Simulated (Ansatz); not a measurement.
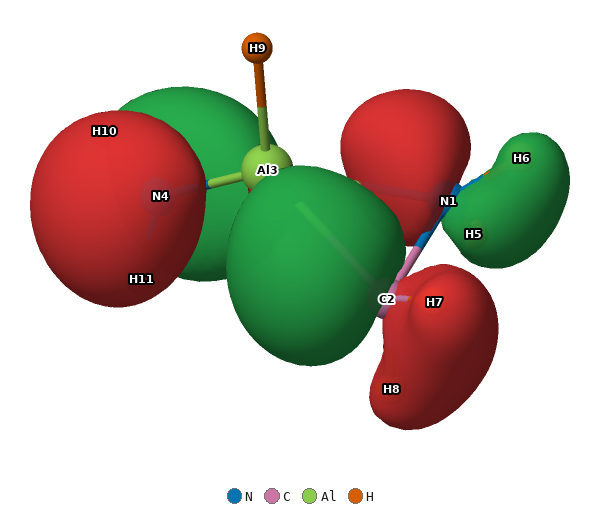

CH7AlN2. The HOMO at ±0.1 Å⁻³ᐟ² (green and red are the two phases), seen at a tilt.

Geometry: PBE0-D4/def2-TZVP.

Level of theory: RKS PBE0-D4/def2-TZVPP (Ansatz).

```xyz
11

N    -1.1982    0.5121    0.2409
C    -0.0645    1.2591   -0.4610
Al    0.6569   -0.2220    0.5740
N     1.0377   -1.7568   -0.2499
H    -1.8331    0.0587   -0.4016
H    -1.7307    1.0821    0.8833
H    -0.0197    2.2884   -0.1124
H    -0.2071    1.2463   -1.5396
H     1.0200   -0.0346    2.1067
H     1.2808   -2.6102    0.2249
H     1.1230   -1.8800   -1.2448
```

### What is the character of this orbital?

Its weight (Hirshfeld) is mainly on N4 (about 40 %), C2 (about 20 %), Al3 (about 15 %) and N1 (about 15 %). Its energy is −6.37 eV.
